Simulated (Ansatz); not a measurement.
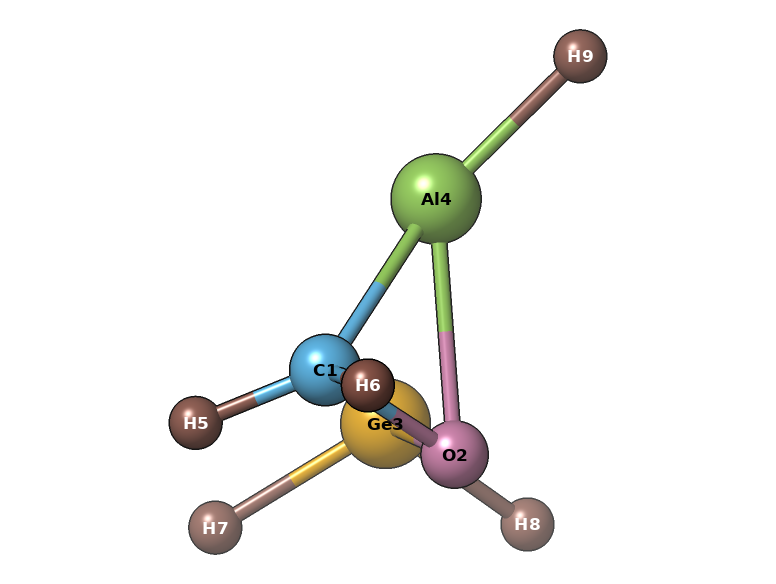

Ge3 lies behind O2. The molecule seen a little off the O2–Ge3 bond, O2 in front. Distant atoms are faded towards the background colour. Computed geometry: PBE0-D4/def2-TZVP optimisation. No frequency run is at hand to confirm it as a minimum.

Question: What is the torsion angle Al4–O2–Ge3–H7? The sign is positive where the front bond must turn clockwise to cover the back bond.

Answer: −123°, anticlinal.
